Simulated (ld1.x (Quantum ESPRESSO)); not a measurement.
**Cobalt: generating and testing a TM potential**

Aim: build the potential from the settings below, then test how well it stands in for the atom: other configurations, scattering, ghost states and the plane-wave cutoff that it needs.

Method: ld1.x (Quantum ESPRESSO) 7.5, PBEsol, scalar-relativistic.

## 1. The atom and the settings

The settings as typed:

- element: cobalt (Co, Z = 27)
- type: norm-conserving Troullier–Martins (Kleinman–Bylander form)
- frozen core: [Ar]
- valence charge: 9
- reference configuration: 3d7 4s2 4p0
- partial waves: 4p (bound, empty): rc 3.20 bohr; 3d (bound): rc 1.75 bohr; 4s (bound): rc 1.75 bohr
- local potential: the s channel
- core correction: not asked for

An earlier all-electron run gives the scale for the radii.

All-electron outer shells of the reference configuration (PBEsol, scalar-relativistic, ld1.x):

| shell | level (eV) | outermost node (bohr) | outermost maximum (bohr) |
| --- | --- | --- | --- |
| 3s | -102.14 | 0.31 | 0.66 |
| 3p | -65.51 | 0.28 | 0.68 |
| 3d | -8.23 | – | 0.66 |
| 4s | -5.49 | 0.96 | 2.32 |
| 4p | -1.25 | 1.05 | 3.21 |

## 2. Generation

The input, Co.in:

```
 &input
   title='Co', zed=27., rel=1, dft='PBESOL', iswitch=3,
   config='[Ar] 3d7 4s2 4p0',
   nld=3, rlderiv=3.50, eminld=-3.0, emaxld=5.0, deld=0.02
 /
 &inputp
   pseudotype=2, tm=.true., lloc=0,
   nlcc=.false.,
   file_pseudopw='Co.UPF', file_wfcaegen='ae.wfc', file_wfcncgen='nc.wfc', file_beta='beta', file_chi='chi'
 /
3
4P  2  1   0.00   0.00  3.20  3.20  0.0
3D  3  2   7.00   0.00  1.75  1.75  0.0
4S  1  0   2.00   0.00  1.75  1.75  0.0
 &test
   configts(1)='3d7 4s2 4p0'
 /
```

On the command line:

```sh
$ ld1.x < Co.in > Co.out
```

The output, Co.out (without the banner and most projector matrices):

```text
     Program LD1 v.7.5
     --------------------------- All-electron run ----------------------------

     Co
     scalar relativistic calculation

     atomic number is 27.00
     dft =PBESOL   lsd =0 sic =0 latt =0  beta=0.20 tr2=1.0E-14
     Exchange-correlation= PBESOL
                           (   1   4  10   8   0   0   0)
     mesh =1193 r(mesh) =  99.89935 a.u. xmin = -7.00 dx = 0.01250
     1 Ry =  13.60569312 eV, c = 137.03599908

     n l     nl                  e(Ry)          e(Ha)          e(eV)
     1 0     1S 1( 2.00)      -557.5279      -278.7639     -7585.5535
     2 0     2S 1( 2.00)       -66.0073       -33.0036      -898.0745
     2 1     2P 1( 6.00)       -56.5538       -28.2769      -769.4538
     3 0     3S 1( 2.00)        -7.5070        -3.7535      -102.1374
     3 1     3P 1( 6.00)        -4.8149        -2.4075       -65.5103
     3 2     3D 1( 7.00)        -0.6049        -0.3024        -8.2295
     4 0     4S 1( 2.00)        -0.4034        -0.2017        -5.4889
     4 1     4P 1( 0.00)        -0.0917        -0.0458        -1.2473

     final scf error:  1.3E-15 reached in  29 iterations

     Etot =   -2783.805460 Ry,   -1391.902730 Ha,  -37875.602796 eV

     Ekin =    2819.428734 Ry,    1409.714367 Ha,   38360.282133 eV
     Encl =   -6671.587230 Ry,   -3335.793615 Ha,  -90771.568499 eV
     Eh   =    1184.439232 Ry,     592.219616 Ha,   16115.116720 eV
     Exc  =    -116.086195 Ry,     -58.043098 Ha,   -1579.433151 eV

     normalization and overlap integrals

     s(1S/1S) =  1.000000  <r> =   0.0562  <r2> =    0.0043  r(max) =   0.0366
     s(2S/2S) =  1.000000  <r> =   0.2557  <r2> =    0.0772  r(max) =   0.2131
     s(2P/2P) =  1.000000  <r> =   0.2251  <r2> =    0.0622  r(max) =   0.1723
     s(3S/3S) =  1.000000  <r> =   0.7743  <r2> =    0.6927  r(max) =   0.6648
     s(3P/3P) =  1.000000  <r> =   0.8165  <r2> =    0.7877  r(max) =   0.6816
     s(3D/3D) =  1.000000  <r> =   1.0715  <r2> =    1.5579  r(max) =   0.6648
     s(4S/4S) =  1.000000  <r> =   2.8807  <r2> =    9.6862  r(max) =   2.3202
     s(4P/4P) =  1.000000  <r> =   4.3669  <r2> =   23.2167  r(max) =   3.2113

     ------------------------ End of All-electron run ------------------------

     --------------------- Generating NC pseudopotential ---------------------

      Generating local pot.: lloc=0, matching radius rcloc =   1.7500

      Wfc   4P  rcut= 3.171  Using Troullier-Martins method

      Wfc   3D  rcut= 1.740  Using Troullier-Martins method

     ------------------- End of pseudopotential generation -------------------

     [... the all-electron block is printed once more ...]


     Computing logarithmic derivative in   3.48313
     Message from routine run_pseudo:
     Warning: convergence not achieved
     Computing logarithmic derivative in   3.48313
     Computing the partial wave expansion
       no projector for channel:   0
     R is outside the sphere for l=    1 j= 0.00
     R is outside the sphere for l=    2 j= 0.00

     ---------------------- Testing the pseudopotential ----------------------

     Co
     scalar relativistic calculation

     atomic number is 27.00   valence charge is  9.00
     dft =PBESOL   lsd =0 sic =0 latt =0  beta=0.20 tr2=1.0E-14
     mesh =1193 r(mesh) =  99.89935 xmin = -7.00 dx = 0.01250

     n l     nl             e AE (Ry)        e PS (Ry)    De AE-PS (Ry)
     3 2     3D   1( 7.00)       -0.60486       -0.60486        0.00000
     1 0     4S   1( 2.00)       -0.40343       -0.40343       -0.00000
     2 1     4P   1( 0.00)       -0.09167       -0.09167        0.00000

     eps = 6.3E-11  iter =201

     Etot =   -2783.805460 Ry,   -1391.902730 Ha,  -37875.602796 eV
     Etotps =   -54.762291 Ry,     -27.381145 Ha,    -745.078920 eV

     Ekin =      77.752463 Ry,      38.876231 Ha,    1057.876147 eV
     Encl =     -89.822859 Ry,     -44.911429 Ha,   -1222.102249 eV
     Ehrt =      52.660649 Ry,      26.330324 Ha,     716.484628 eV
     Ecxc =      -9.688887 Ry,      -4.844444 Ha,    -131.824024 eV
     Epseu=     -85.663657 Ry,     -42.831828 Ha,   -1165.513422 eV

     ---------------------- End of pseudopotential test ----------------------
```

Wall time 4.2 s (1 thread of Intel Xeon 6975P-C, shared host). (Generation and the later configuration tests together.)

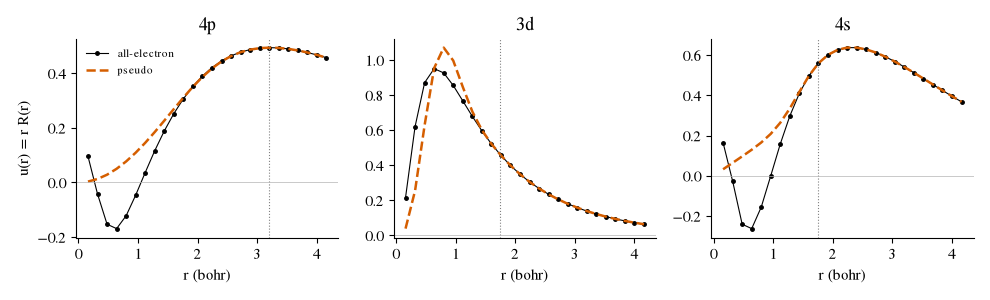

All-electron and pseudo partial waves (4p, 3d, 4s), with the matching radii dotted. The curves join 26 sampled radii, too few to resolve the innermost nodes.

## 3. Testing the new file in other configurations

The input, Co.test.in:

```
 &input
   title='Co', zed=27., rel=1, dft='PBESOL', iswitch=2,
   config='[Ar] 3d7 4s2 4p0'
 /
 &test
   file_pseudo='Co.UPF', nconf=8,
   configts(1)='3d7 4s2 4p0',
   configts(2)='3d7 4s1 4p0',
   configts(3)='3d7 4s0 4p0',
   configts(4)='3d6 4s0 4p0',
   configts(5)='3d8 4s0 4p0',
   configts(6)='3d7 4s0 4p1',
   configts(7)='3d7 4s1.5 4p0',
   configts(8)='3d6 4s2 4p1'
 /
```

On the command line:

```sh
$ ld1.x < Co.test.in > Co.test.out
```

Co.test.out, the pseudopotential blocks, each with the warnings that came before it:

```text
     Warning: convergence not achieved
     ---------------------- Testing the pseudopotential ----------------------

     Co
     scalar relativistic calculation

     atomic number is 27.00   valence charge is  9.00
     dft =PBESOL   lsd =0 sic =0 latt =0  beta=0.20 tr2=1.0E-14
     mesh =1193 r(mesh) =  99.89935 xmin = -7.00 dx = 0.01250

     n l     nl             e AE (Ry)        e PS (Ry)    De AE-PS (Ry)
     3 2     3D   1( 7.00)       -0.60486       -0.60486        0.00000
     1 0     4S   1( 2.00)       -0.40343       -0.40343       -0.00000
     2 1     4P   1( 0.00)       -0.09167       -0.09167        0.00000

     eps = 4.1E-12  iter =201

     Etot =   -2783.805460 Ry,   -1391.902730 Ha,  -37875.602796 eV
     Etotps =   -54.762291 Ry,     -27.381145 Ha,    -745.078920 eV

     Ekin =      77.752463 Ry,      38.876231 Ha,    1057.876147 eV
     Encl =     -89.822859 Ry,     -44.911429 Ha,   -1222.102249 eV
     Ehrt =      52.660649 Ry,      26.330324 Ha,     716.484628 eV
     Ecxc =      -9.688887 Ry,      -4.844444 Ha,    -131.824024 eV
     Epseu=     -85.663657 Ry,     -42.831828 Ha,   -1165.513422 eV

     ---------------------- End of pseudopotential test ----------------------

     Warning: convergence not achieved
     ---------------------- Testing the pseudopotential ----------------------

     Co
     [...]
     n l     nl             e AE (Ry)        e PS (Ry)    De AE-PS (Ry)
     3 2     3D   1( 7.00)       -1.24860       -1.24637       -0.00223
     1 0     4S   1( 1.00)       -0.93769       -0.93734       -0.00035
     2 1     4P   1( 0.00)       -0.54515       -0.54550        0.00036

     eps = 3.8E-11  iter =201

     Etot =   -2783.140642 Ry,   -1391.570321 Ha,  -37866.557492 eV
     Etotps =   -54.097477 Ry,     -27.048738 Ha,    -736.033668 eV
     dEtot_ae =       0.664818 Ry
     dEtot_ps =       0.664814 Ry,   Delta E=       0.000004 Ry

     [...]
     ---------------------- End of pseudopotential test ----------------------

     ---------------------- Testing the pseudopotential ----------------------

     Co
     [...]
     n l     nl             e AE (Ry)        e PS (Ry)    De AE-PS (Ry)
     3 2     3D   1( 7.00)       -1.98701       -1.98194       -0.00507  !
     1 0     4S   1( 0.00)       -1.52376       -1.51764       -0.00612  !
     2 1     4P   1( 0.00)       -1.06215       -1.05878       -0.00336

     eps = 4.1E-15  iter =  9

     Etot =   -2781.913433 Ry,   -1390.956717 Ha,  -37849.860468 eV
     Etotps =   -52.872442 Ry,     -26.436221 Ha,    -719.366221 eV
     dEtot_ae =       1.892026 Ry
     dEtot_ps =       1.889849 Ry,   Delta E=       0.002178 Ry

     [...]
     ---------------------- End of pseudopotential test ----------------------

     ---------------------- Testing the pseudopotential ----------------------

     Co
     [...]
     n l     nl             e AE (Ry)        e PS (Ry)    De AE-PS (Ry)
     3 2     3D   1( 6.00)       -3.31702       -3.35806        0.04104  !
     1 0     4S   1( 0.00)       -2.36080       -2.36007       -0.00074
     2 1     4P   1( 0.00)       -1.80280       -1.79179       -0.01101  !

     eps = 6.5E-15  iter =  8

     Etot =   -2779.279464 Ry,   -1389.639732 Ha,  -37814.023495 eV
     Etotps =   -50.220772 Ry,     -25.110386 Ha,    -683.288416 eV
     dEtot_ae =       4.525995 Ry
     dEtot_ps =       4.541518 Ry,   Delta E=      -0.015523 Ry

     [...]
     ---------------------- End of pseudopotential test ----------------------

     ---------------------- Testing the pseudopotential ----------------------

     Co
     [...]
     n l     nl             e AE (Ry)        e PS (Ry)    De AE-PS (Ry)
     3 2     3D   1( 8.00)       -0.89828       -0.87169       -0.02659  !
     1 0     4S   1( 0.00)       -0.81196       -0.81525        0.00329
     2 1     4P   1( 0.00)       -0.45747       -0.46231        0.00484

     eps = 4.9E-16  iter =  9

     Etot =   -2783.333427 Ry,   -1391.666714 Ha,  -37869.180467 eV
     Etotps =   -54.273236 Ry,     -27.136618 Ha,    -738.424994 eV
     dEtot_ae =       0.472033 Ry
     dEtot_ps =       0.489055 Ry,   Delta E=      -0.017022 Ry

     [...]
     ---------------------- End of pseudopotential test ----------------------

     ---------------------- Testing the pseudopotential ----------------------

     Co
     [...]
     n l     nl             e AE (Ry)        e PS (Ry)    De AE-PS (Ry)
     3 2     3D   1( 7.00)       -1.35859       -1.35813       -0.00046
     1 0     4S   1( 0.00)       -1.00557       -1.00374       -0.00183
     2 1     4P   1( 1.00)       -0.60535       -0.60519       -0.00016

     eps = 1.4E-15  iter =  9

     Etot =   -2782.744195 Ry,   -1391.372098 Ha,  -37861.163558 eV
     Etotps =   -53.702167 Ry,     -26.851084 Ha,    -730.655207 eV
     dEtot_ae =       1.061264 Ry
     dEtot_ps =       1.060123 Ry,   Delta E=       0.001141 Ry

     [...]
     ---------------------- End of pseudopotential test ----------------------

     Warning: convergence not achieved
     ---------------------- Testing the pseudopotential ----------------------

     Co
     [...]
     n l     nl             e AE (Ry)        e PS (Ry)    De AE-PS (Ry)
     3 2     3D   1( 7.00)       -0.91302       -0.91192       -0.00110
     1 0     4S   1( 1.50)       -0.66205       -0.66203       -0.00002
     2 1     4P   1( 0.00)       -0.30705       -0.30726        0.00020

     eps = 1.6E-12  iter =201

     Etot =   -2783.539942 Ry,   -1391.769971 Ha,  -37871.990247 eV
     Etotps =   -54.496747 Ry,     -27.248374 Ha,    -741.466023 eV
     dEtot_ae =       0.265517 Ry
     dEtot_ps =       0.265543 Ry,   Delta E=      -0.000026 Ry

     [...]
     ---------------------- End of pseudopotential test ----------------------

     Warning: convergence not achieved
     ---------------------- Testing the pseudopotential ----------------------

     Co
     [...]
     n l     nl             e AE (Ry)        e PS (Ry)    De AE-PS (Ry)
     3 2     3D   1( 6.00)       -1.11590       -1.14884        0.03294  !
     1 0     4S   1( 2.00)       -0.57290       -0.57339        0.00048
     2 1     4P   1( 1.00)       -0.19249       -0.19014       -0.00236

     eps = 1.4E-12  iter =201

     Etot =   -2783.093167 Ry,   -1391.546584 Ha,  -37865.911564 eV
     Etotps =   -54.032824 Ry,     -27.016412 Ha,    -735.154023 eV
     dEtot_ae =       0.712292 Ry
     dEtot_ps =       0.729467 Ry,   Delta E=      -0.017174 Ry

     [...]
     ---------------------- End of pseudopotential test ----------------------
```

Excitation and ionisation energies from 3d7 4s2 4p0, with the error of the potential. A star marks tests that logged a warning. The frozen-core shift comes from a second all-electron run, not shown, with the core orbitals held at their reference shape; it is that run's ΔE less the relaxed one.

| valence configuration | charge | ΔE all-electron (eV) | error AE − PS (meV) | frozen-core shift (meV) |
| --- | --- | --- | --- | --- |
| 3d7 4s1 4p0 * | +1 | 9.045 | +0.1 | +2.4 |
| 3d7 4s0 4p0 | +2 | 25.742 | +30 | +11 |
| 3d6 4s0 4p0 | +3 | 61.579 | -211 | +241 |
| 3d8 4s0 4p0 | +1 | 6.422 | -232 | +110 |
| 3d7 4s0 4p1 | +1 | 14.439 | +16 | +4.8 |
| 3d7 4s1.5 4p0 * | +0.5 | 3.613 | -0.4 | +0.7 |
| 3d6 4s2 4p1 * | 0 | 9.691 | -234 | +154 |

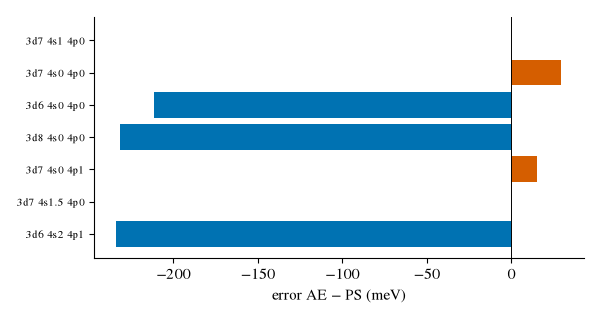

Error of the potential in each test configuration.

## 4. Logarithmic derivatives

Taken from the files of the generation run. The phase is arctan(r·u′/u) with u = r·R, unwrapped, with energies in Ry. A pole is an energy at which the radial function vanishes at the test radius. The pseudo phase is shifted by a multiple of π to meet the all-electron one at the reference energy. Levels narrower than the energy grid can be missing from the poles. The last column is the largest difference on the grid between −1 and +1 Ry.

```tsv
channel	radius (bohr)	reference (Ry)	poles AE	poles PS	window around the reference with phases within 0.05 rad (Ry)	largest difference near zero (rad)
s	3.48	-0.40	0.10, 4.06	0.10, 3.42	below 1.2	0.011
p	3.48	-0.09	0.78, 4.84	0.78	the whole range	0.001
d	3.48	-0.60	-0.58, 2.04	-0.58, 2.33	below 0.4	0.238
```

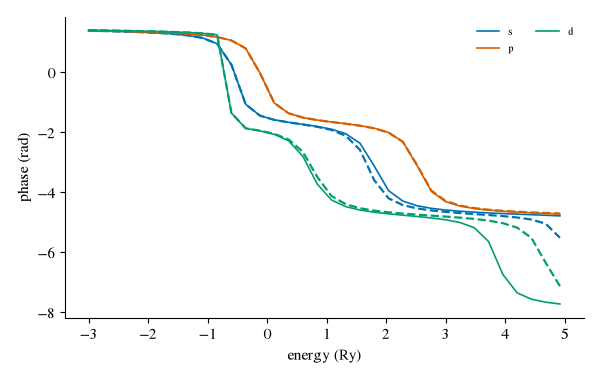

All-electron (solid) and pseudo (dashed) phases against energy.

## 5. Plane-wave convergence, by spherical Bessel functions

This step uses the generator's waves and projectors in a separate script. Basis: spherical Bessel functions vanishing at 20 bohr, q² up to the cutoff; potential fixed at the reference.

All-electron valence levels (Ry): 4p -0.0917, 3d -0.6049, 4s -0.4034. The lowest levels of each channel (Ry) by cutoff; the last column sums, over occupied levels, occupation times the distance from the level at 400 Ry. A positive value at high cutoff is not a bound level.

```csv
cutoff (Ry),p #1,d #1,s #1,f #1,Σ f·Δε (mRy)
8,-0.0915,0.0622,-0.3937,0.1126,4689.0
15,-0.0916,0.0622,-0.3960,0.1126,4684.1
30,-0.0917,0.0617,-0.4024,0.1126,4667.7
45,-0.0917,-0.1551,-0.4030,0.1126,3149.2
60,-0.0917,-0.5293,-0.4033,0.1126,529.2
90,-0.0917,-0.6040,-0.4034,0.1126,6.4
140,-0.0917,-0.6047,-0.4034,0.1126,1.4
160,-0.0917,-0.6048,-0.4034,0.1126,0.6
200,-0.0917,-0.6049,-0.4034,0.1126,0.0
400,-0.0917,-0.6049,-0.4034,0.1126,0.0
```

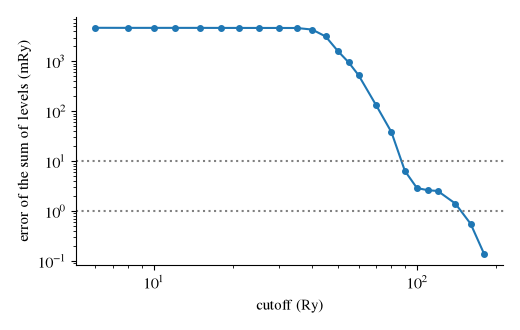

Occupation-weighted error of the valence levels against the cutoff; the dotted lines mark 10 and 1 mRy.

The sum stays within 10 mRy from 90 Ry and within 1 mRy from 160 Ry. The sum leaves out empty levels, which can need more. Ghost test: no level below the all-electron spectrum of its channel (p, d, s, f tested).

## 6. Outcome

| quantity | value |
| --- | --- |
| cutoffs for 10 and 1 mRy, occupied levels | 90 Ry and 160 Ry |
| bound ghosts | none found |
| largest test error (AE − PS) | -234 meV, for 3d6 4s2 4p1 (one of 4 tests with a warning) |
| largest phase difference near zero energy, channels read | 0.238 rad |

In words: By total energies transferability is poor: the largest error is 234 meV on 9.7 eV, for 3d6 4s2 4p1. Freezing the core accounts for most of it. By its cutoff, 90 Ry for the looser tolerance, it is hard. The slowest occupied level is 3d: taken alone it needs 90 Ry to come within 1 mRy, against 30 Ry for 4s. No bound ghost shows below the valence levels. Near zero energy the largest phase difference among the channels read is 0.24 rad, in the d channel. These are tests on the free atom; a crystal test is still owed.
